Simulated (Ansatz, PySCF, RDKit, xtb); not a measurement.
# CHFGe: a search for the lowest isomer

Only the formula CHFGe is given. Aim: find the structure of lowest free energy at 400 K, then its properties.

The funnel: GFN2-xTB relaxations, single points with a density functional, relaxations at PBE0-D3(BJ)/def2-SVP, harmonic vibrations, and a last energy at a higher level. All values are calculated.

7 further runs of the same task are left out: 7 set aside as unsound or not needed.

### 1 Candidates

All bonding patterns within simple valence rules are listed by program: one Lewis structure each, at most two rings and one unusual centre or charged pair. O–O, O–halogen and N–halogen bonds and N–N–N chains are not drawn. That gives 5 candidates.

```
label          SMILES     spin
 c183  [C+]#[GeH-][F]  singlet
 c360      F[C]#[GeH]  singlet
 c835    [CH]#[Ge][F]  singlet
 c863      F[CH]=[Ge]  singlet
 c868      F[CH]=[Ge]  triplet
```

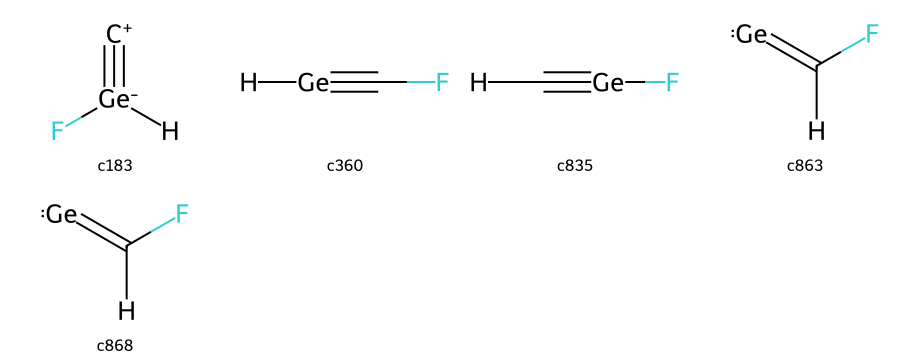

Structural formulas of the candidates.

Candidates are built by distance geometry, with a force field where one applies, in up to four conformers (letters a to d). 16 starts with atoms placed at random are added, to find patterns that the rules miss.

**Question.** With final energies at CCSD(T)/def2-TZVPP, which structure will this search put lowest in free energy, and by what margin?

| quantity | value |
| --- | --- |
| lowest structure found | F[CH]=[Ge], singlet, Cs |
| next finalist | [CH]#[Ge][F], singlet, 8.5 kcal/mol higher in G |
| share at equilibrium, among the finalists | 100.0 % |
| harmonic wavenumbers, lowest and highest (PBE0-D3(BJ)/def2-SVP) | 187 and 3066 cm⁻¹ |
| rotational constants, same geometry | 2.664, 0.1197, 0.1146 cm⁻¹ |
| dipole moment (PBE0/def2-TZVPD) | 1.24 D |
| HOMO energy (PBE0/def2-TZVPD) | -6.10 eV |
| LUMO energy (PBE0/def2-TZVPD) | -3.12 eV |
| HOMO–LUMO gap (PBE0/def2-TZVPD) | 2.98 eV |
| lowest excitation (TD-B3LYP/def2-SVPD) | 1.31 eV (f = 0.000) |
| strongest of the states computed, same level | 4.86 eV (f = 0.198) |
| lowest triplet excitation, same level, Tamm-Dancoff | 0.86 eV |
| vertical ionisation energy | 8.29 eV |
| vertical electron affinity | 1.16 eV |
| vertical triplet less singlet | +0.77 eV |

`F[CH]=[Ge]` comes out lowest. The margin of 8.5 kcal/mol over the next finalist is beyond the usual error of the last level; it says nothing of structures that weren't ranked. r2SCAN-D4/def2-SVP, PBE0-D3(BJ)/def2-SVP and MP2/def2-TZVPP already put its bonding pattern lowest among the structures in one piece; HF/STO-3G and HF/def2-TZVPP favour the triplet [F][CH][Ge] ‡. A large T1 diagnostic among the finalists warns that one reference determinant may not suffice. It concerns: the finalist [CH]#[Ge][F] (singlet). Lowest found is not proven lowest: the search is finite, and each finalist counts with one conformer.

‡ marks the bonded skeleton alone, with all bonds drawn single: no Lewis structure was assigned that passes a check against the bond lengths.
